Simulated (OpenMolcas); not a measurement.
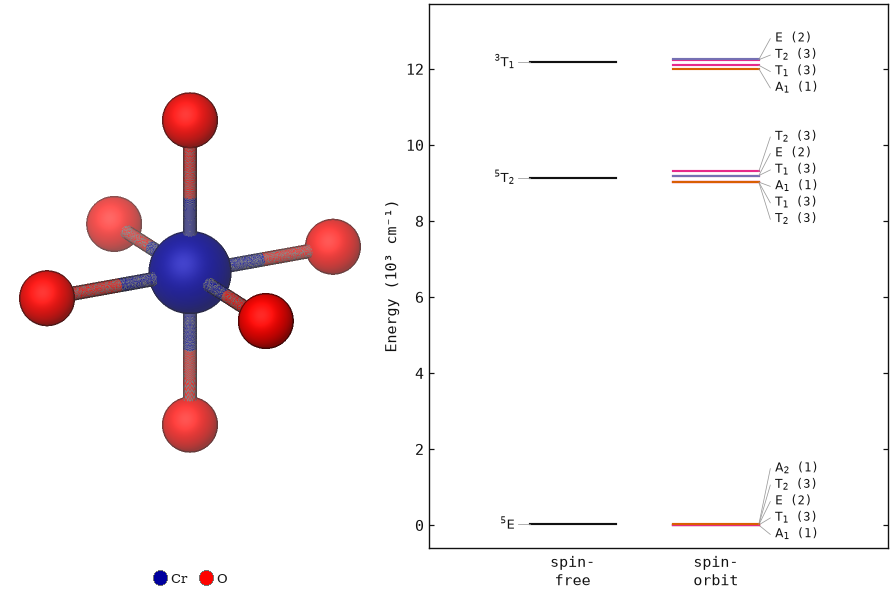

Cr²⁺ (3d⁴) as a dopant in CaO, a cluster with its 6 nearest O²⁻ at 2.259 Å (octahedron) embedded in model potentials and point charges; the geometry was set, not optimised, and its levels. Labels give the representation in O, Td, D4 or D3 as the site allows (double group for half-integer spin) where it could be assigned and, in brackets, the degeneracy; spin-free states, where drawn, share the zero of the spin-orbit levels. Computed with OpenMolcas: state-averaged CASSCF, active space 4 electrons in the shell 3d, basis ANO-RCC-VTZP on the metal and ANO-RCC-VDZP on the ligands, DKH2 scalar Hamiltonian, spin-orbit coupling by RASSI with atomic mean-field integrals.

Describe the ground state and the low levels.

The ground level is A₁, non-degenerate, 100 % from states of spin multiplicity 5. The next level lies at 5.2 cm⁻¹ (T₁). The lowest spin-free state is ⁵E, from the free-ion D term; of the same spin there follows at 9,120 cm⁻¹ (⁵T₂) above it. A ligand-field fit to the spin-free states gives |10Dq| = 9,630 cm⁻¹, B = 975 and C = 3,670 cm⁻¹ (rms misfit 200 cm⁻¹). The active orbitals hold 94 to 97 % metal character (Löwdin), and the Mulliken charge of the metal is +1.68.

Caveat: orbital doublet at a regular site, Jahn-Teller distortion not allowed for; small active space favours high spin, ground spin may be wrong; the geometry is set by hand, with no relaxation and no charge compensation.
